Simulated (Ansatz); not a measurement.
```yaml
crystal:
  lattice:
    - [4.68837, 0.00000, 0.00000]
    - [-2.34419, 4.06025, 0.00000]
    - [0.00000, 0.00000, 5.37271]
  atoms:
    - { symbol: Li, position: [0.00000, 0.00000, 0.50000] }
    - { symbol: Ta, position: [0.33333, 0.66667, 0.74615] }
    - { symbol: Ta, position: [0.33333, 0.66667, 0.25385] }
    - { symbol: Ta, position: [0.66667, 0.33333, 0.74615] }
    - { symbol: Ta, position: [0.66667, 0.33333, 0.25385] }
    - { symbol: O, position: [0.00000, 0.00000, 0.00000] }
```

Space group P6/mmm; a structure generated by program, which may or may not match a known phase; computed without spin polarisation.

Theory: Ansatz, DFT PBE, scalar-relativistic, plane waves, PAW.

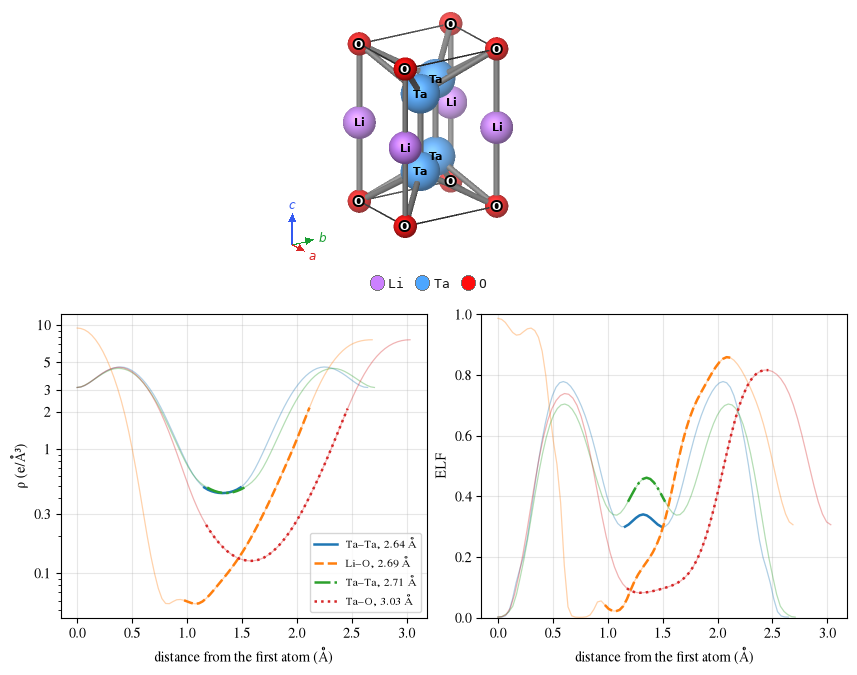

LiTa4O. Valence charge density (pseudo) and ELF along straight lines between neighbouring atoms. Thin, pale parts lie inside the atomic spheres. The structure is drawn too.

The density is the valence pseudo-density of a PAW calculation; it isn't the true density close to the nuclei.

Question: Compare the contacts.

Answer: Ta–Ta (2.64 Å): ρ at the midpoint is about 0.44 e/Å³; the ELF is about 0.35 at the midpoint.
Li–O (2.69 Å): ρ at the midpoint is about 0.09 e/Å³, with its minimum of 0.06 e/Å³ about 1.1 Å from Li; the ELF is about 0.20 at the midpoint and 0 at its lowest between the atoms (no shared electron pair shows on this line).
Ta–Ta (2.71 Å): ρ is about 0.44 e/Å³ halfway; the ELF is about 0.45 at the midpoint.
Ta–O (3.03 Å): ρ at the midpoint is about 0.13 e/Å³; the ELF is about 0.10 at the midpoint (no shared electron pair shows on this line).
